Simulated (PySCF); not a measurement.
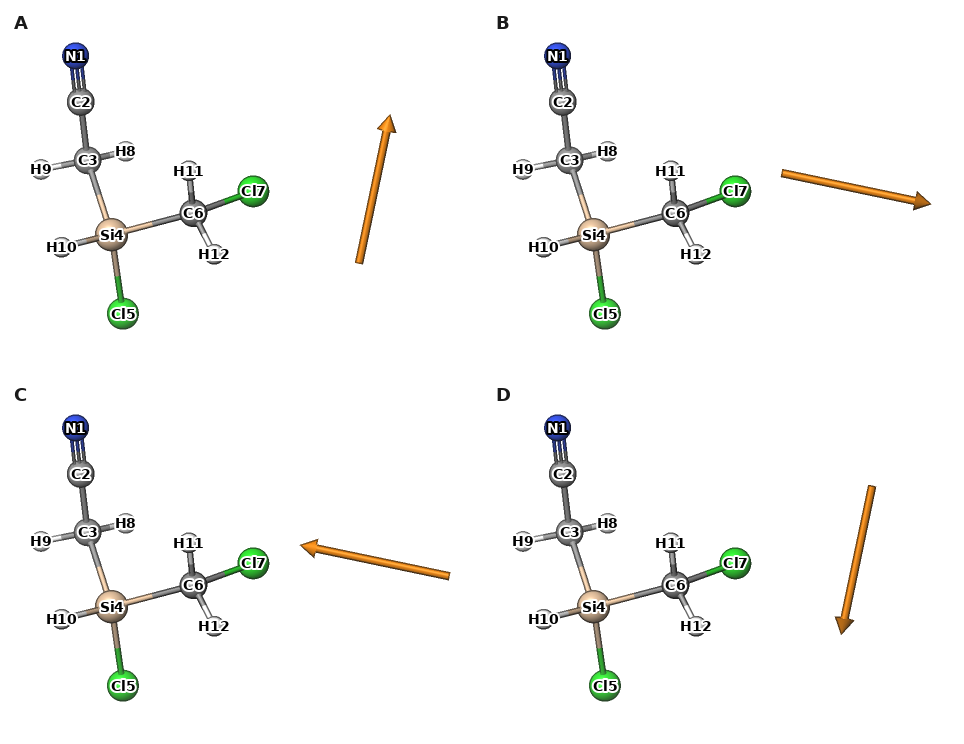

The same molecule four times, each with an arrow. Computed geometry: GFN2-xTB optimisation. No frequency run is at hand to confirm it as a minimum. Method: CAM-B3LYP/def2-SVPD, gas phase (PySCF 2.14.0).

Which arrow points along the dipole moment, from the negative to the positive end?

Answer. D. The dipole moment is 2.92 D; it points from the side of N1 to the side of Cl5 (the outermost atoms at the two ends).

The geometry is semi-empirical. Around Si such bond lengths and angles can be off by a tenth of an ångström or more and by several degrees, and values that hang on the shape move with them.
